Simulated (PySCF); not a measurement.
# C4H4FN: reorganisation energies

What do calculations give for the reorganisation energies of C4H4FN (`Fc1ccc[nH]1`)?

Programs: PySCF 2.14.0, with routines of our own; each step states its level. All values are computed. Atoms count from 0.

### Step 1. The system as given

10 atoms, charge 0, multiplicity 1; geometry from: GFN2-xTB.

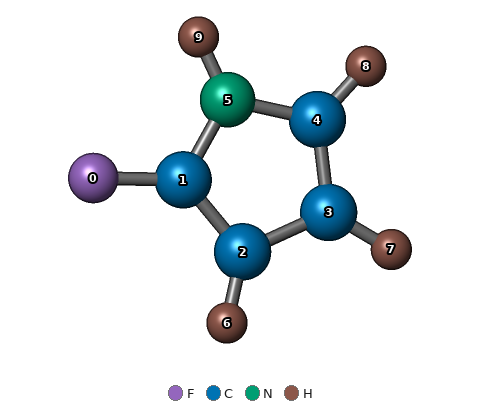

The starting geometry (fluorine purple, carbon blue, nitrogen teal, hydrogen brown).

### Step 2. Optimising the geometry at PBE/def2-SVP

The job: settings as JSON, then the geometry in Å.

```
{"job": {"xc": "PBE", "basis": "def2-SVP", "grid": 1, "kind": "geom"}, "charge": 0, "multiplicity": 1}
F      2.448161     0.062191    -0.119642
C      1.110893     0.105264    -0.051739
C      0.261118     1.165061     0.046144
C     -1.038049     0.607936     0.080970
C     -0.914497    -0.749526     0.003417
N      0.412849    -1.055098    -0.078271
H      0.527554     2.200487     0.087366
H     -1.953273     1.159589     0.155511
H     -1.661754    -1.516770    -0.000662
H      0.815880    -1.974481    -0.145622
```

Command:

```sh
> OMP_NUM_THREADS=1 python excited_run.py task.json out
```

This one command runs all jobs of the session in turn.

Output:

```text
step   0  E = -308.82355312  max force = 0.026844
step   1  E = -308.82692709  max force = 0.003069
step   2  E = -308.82693654  max force = 0.001774
step   3  E = -308.82693364  max force = 0.002591
step   4  E = -308.82694704  max force = 0.000803
step   5  E = -308.82694742  max force = 0.000853
step   6  E = -308.82695238  max force = 0.000388
optimisation converged
```

It took 45 s on 1 thread of Arm Neoverse N1, shared host; peak memory 0.44 GiB.

Along the way:

| step | energy from step 0 (eV) | largest force component (eV/Å) |
| --- | --- | --- |
| 0 | 0.0000 | 1.3804 |
| 1 | -0.0918 | 0.1578 |
| 2 | -0.0921 | 0.0912 |
| 3 | -0.0920 | 0.1332 |
| 4 | -0.0924 | 0.0413 |
| 5 | -0.0924 | 0.0439 |
| 6 | -0.0925 | 0.0200 |

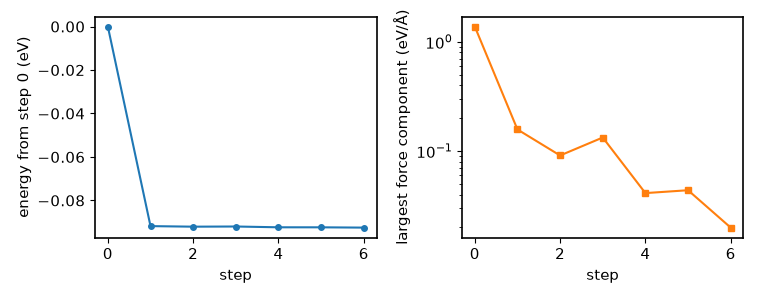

Energy and largest force along the relaxation.

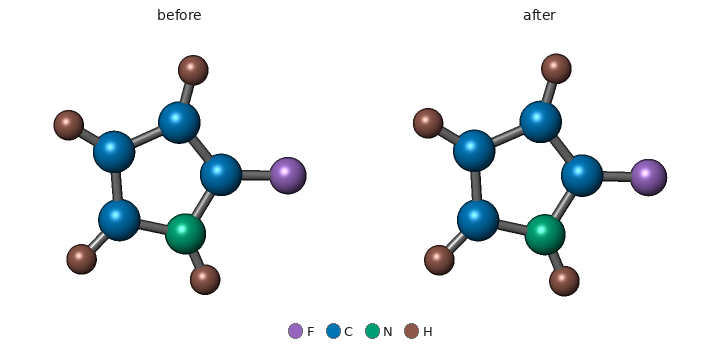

Before and after, at one scale.

Distances of close pairs at the start and the end, largest changes first:

| bond | before (Å) | after (Å) | change (Å) |
| --- | --- | --- | --- |
| C3–H7 | 1.071 | 1.096 | +0.025 |
| C2–H6 | 1.070 | 1.094 | +0.024 |
| C4–H8 | 1.071 | 1.095 | +0.024 |
| C3–C4 | 1.365 | 1.388 | +0.022 |
| C4–N5 | 1.365 | 1.386 | +0.022 |
| C1–C2 | 1.362 | 1.383 | +0.021 |
| C2–C3 | 1.414 | 1.434 | +0.020 |
| C1–N5 | 1.354 | 1.371 | +0.016 |

The final coordinates are the input of the step that follows.

| at the end point | value |
| --- | --- |
| point group (found at 0.08 Å tolerance) | Cs |
| rotational constants (GHz, main isotopes) | 8.811, 3.514, 2.512 |
| dipole moment (D) | 1.87 |

### Step 3. Relaxation after adding or removing an electron (C₄H₄FN+ (doublet)): UKS PBE/def2-SVP

The job: settings as JSON, then the geometry in Å.

```
{"job": {"kind": "ionopt", "ions": [1], "xc": "PBE", "basis": "def2-SVP", "grid": 1}, "charge": 1, "multiplicity": 2}
F      2.554687     0.055002    -0.266662
C      1.223610     0.122399    -0.181205
C      0.377124     1.210834    -0.070480
C     -0.948185     0.664793    -0.021797
C     -0.851394    -0.716958    -0.103624
N      0.493551    -1.037427    -0.201302
H      0.679084     2.262012    -0.030905
H     -1.880309     1.234819     0.063813
H     -1.618828    -1.497344    -0.100959
H      0.894353    -1.971422    -0.274485
```

Level: UKS PBE/def2-SVP geometry optimisation of the ion from the geometry of its parent, gas phase.

Output:

```text
step       E/Eh        max force   <S^2>
  0    -308.52631558   0.061975   0.7549
  1    -308.53072405   0.015937   0.7559
  2    -308.53256770   0.017207   0.7559
  3    -308.53506681   0.013457   0.7556
  4    -308.53533931   0.007497   0.7556
  5    -308.53517918   0.011704   0.7556
  6    -308.53567632   0.001174   0.7556
  7    -308.53570552   0.000446   0.7556
  8    -308.53570810   0.000097   0.7556
optimisation converged
```

It took 95 s on 1 thread of Arm Neoverse N1, shared host; peak memory 0.47 GiB.

From this job:

| quantity | value |
| --- | --- |
| geometry moved (RMSD) | 0.032 Å |
| ⟨S²⟩ | 0.756 |

Bonds of the start that changed most:

| bond | start (Å) | end (Å) |
| --- | --- | --- |
| C3–C4 | 1.388 | 1.438 |
| C1–C2 | 1.383 | 1.433 |
| F0–C1 | 1.335 | 1.287 |
| C2–C3 | 1.434 | 1.386 |
| C4–N5 | 1.386 | 1.368 |
| N5–H9 | 1.019 | 1.028 |

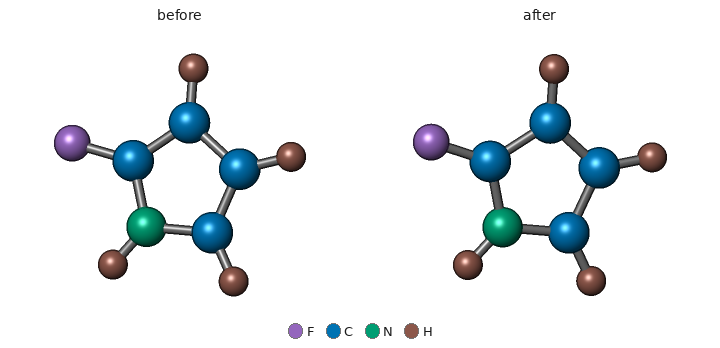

Before and after.

Mulliken spin populations:

| atom | value (e) |
| --- | --- |
| F0 | 0.08 |
| C1 | 0.37 |
| C2 | 0.09 |
| C3 | 0.05 |
| C4 | 0.52 |
| N5 | -0.08 |
| H6 | -0.01 |
| H7 | 0.00 |
| H8 | -0.02 |
| H9 | 0.00 |

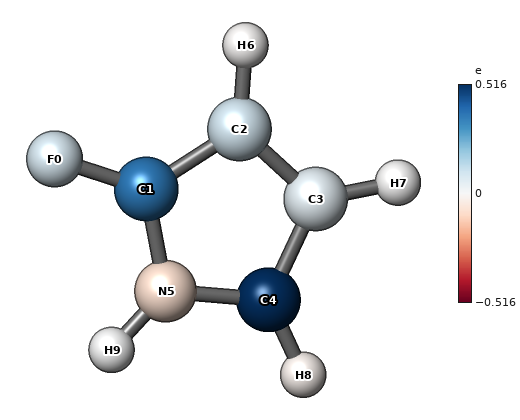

Mulliken spin populations, as colours on the atoms.

### Step 4. Reorganisation energies: UKS PBE/def2-SVP

Settings changed since step 3:

```diff
@@ -1,2 +1,2 @@
-{"job": {"kind": "ionopt", "ions": [1], "xc": "PBE", "basis": "def2-SVP", "grid": 1}, "charge": 1, "multiplicity": 2}
+{"job": {"kind": "reorg", "ions": [1, -1], "xc": "PBE", "basis": "def2-SVP", "grid": 1}, "charge": 0, "multiplicity": 1}
 F      2.554687     0.055002    -0.266662
```

Method: UKS PBE/def2-SVP four-point reorganisation energy, gas phase.

Output:

```text
final grid: 41032 points
cycle   1  E = -308.7370925305  dE =  8.589e-01  |g| = 6.173e-01  |ddm| = 3.680e+00
cycle   2  E = -308.4907475120  dE =  2.463e-01  |g| = 1.156e+00  |ddm| = 1.858e+00
cycle   3  E = -308.8108930558  dE = -3.201e-01  |g| = 2.485e-01  |ddm| = 1.383e+00
cycle   4  E = -308.8263974651  dE = -1.550e-02  |g| = 4.951e-02  |ddm| = 3.028e-01
cycle   5  E = -308.8266605736  dE = -2.631e-04  |g| = 3.410e-02  |ddm| = 7.150e-02
cycle   6  E = -308.8269345985  dE = -2.740e-04  |g| = 8.137e-03  |ddm| = 3.962e-02
cycle   7  E = -308.8269477282  dE = -1.313e-05  |g| = 4.278e-03  |ddm| = 1.270e-02
cycle   8  E = -308.8269523610  dE = -4.633e-06  |g| = 2.567e-04  |ddm| = 4.502e-03
cycle   9  E = -308.8269523721  dE = -1.118e-08  |g| = 1.546e-04  |ddm| = 3.768e-04
cycle  10  E = -308.8269523772  dE = -5.068e-09  |g| = 3.724e-05  |ddm| = 1.723e-04
cycle  11  E = -308.8269523775  dE = -2.658e-10  |g| = 1.331e-05  |ddm| = 4.161e-05
converged SCF energy = -308.8269523775

hole transfer: vertical 8.1393 eV, relaxation of the ion converged
  adiabatic 7.9252 eV, lambda(ion) 0.2141, lambda(parent) 0.2156, total 0.4297 eV

electron transfer: vertical -2.9283 eV, relaxation of the ion skipped
```

Wall time 20 s (1 thread of Arm Neoverse N1, shared host); peak memory 0.46 GiB.

### Step 5. Results

| quantity | value |
| --- | --- |
| point group | Cs |
| rotational constants (main isotopes) | 8.81, 3.51, 2.51 GHz |
| geometry moved (RMSD) (step 3, UKS PBE/def2-SVP) | 0.032 Å |
| hole reorganisation energy (step 4, UKS PBE/def2-SVP) | 0.4297 eV |

**Reading.** Over 6 steps the energy fell by 0.092 eV; of the close pairs, C3–H7 changed most, 1.071 to 1.096 Å. No frequency check was run at this level, so the end point may be a saddle. In step 3 (relaxation after adding or removing an electron), among the bonds C3–C4 changes most, from 1.388 to 1.438 Å.
